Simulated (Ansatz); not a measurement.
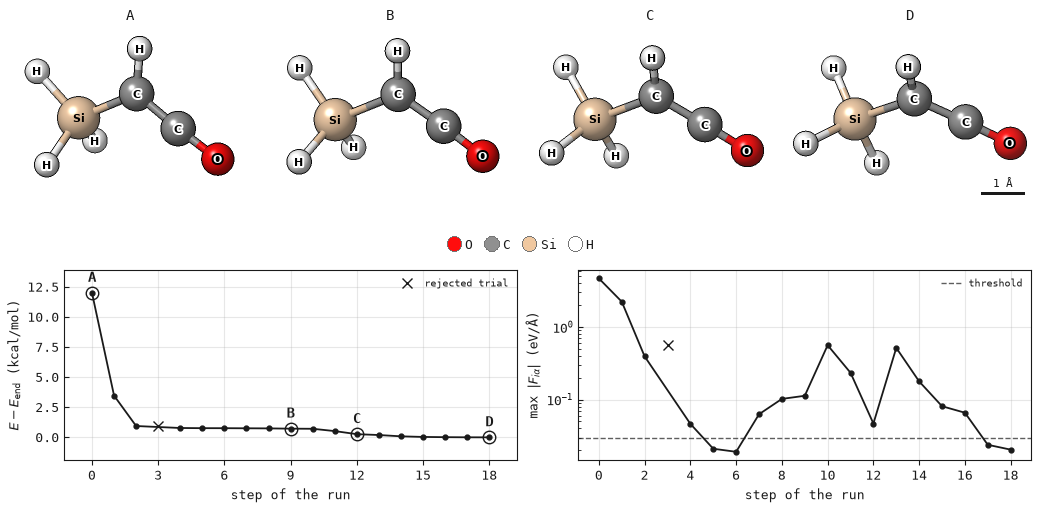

Frames of a relaxation of C2H4OSi (coarse preliminary run), marked on the history of the run. Style: ball-and-stick. Shown at a tilt.

The start comes from a force field.

Method: Ansatz, RKS PBE-D4/def2-SVP. Set-up: force threshold 0.03 eV/Å; at most 200 steps.

Q: Describe the path.

A: After 17 accepted moves (18 points after the start) the energy has fallen by 12.0 kcal/mol. Largest force component: 4.7 eV/Å at the start, 0.02 eV/Å at the end. The line search rejected the trial step at point 3 of the run. The forces were under the threshold at step 5, but the run went on from there. The atom that moves furthest after the best rigid fit is an H atom (0.90 Å). Largest moves by element: H 0.90 Å, O 0.75 Å, C 0.29 Å, Si 0.10 Å. Among the contacts that change: C–Si 1.698 → 1.869 Å, C–O 1.209 → 1.174 Å, H–Si 1.481 → 1.506 Å, C–C 1.314 → 1.325 Å. Bond angles that change, for instance: C–Si–H 114.3° → 110.9°, H–Si–H 106.0° → 109.3°, H–Si–H 106.6° → 109.2°. Groups turn about C–Si by about 60°. From step 0 to 9: an H atom moves most (0.20 Å), energy −11.3 kcal/mol. From step 9 to 12: an H atom moves most (0.37 Å), energy −0.46 kcal/mol. From step 12 to 18: an H atom moves most (0.35 Å), energy −0.26 kcal/mol.

```csv
step,"E − E(0), kcal/mol","largest force component, eV/Å",note
0,0.00,4.6905,
1,-8.54,2.2416,
2,-11.06,0.3941,
3,-11.06,0.5578,rejected
4,-11.23,0.0463,
5,-11.24,0.0210,
6,-11.24,0.0191,
7,-11.25,0.0629,
8,-11.26,0.1023,
9,-11.28,0.1130,
10,-11.29,0.5626,
11,-11.49,0.2346,
12,-11.74,0.0468,
13,-11.81,0.5170,
14,-11.92,0.1782,
15,-11.97,0.0811,
16,-11.99,0.0660,
17,-12.00,0.0238,
18,-12.01,0.0204,
```
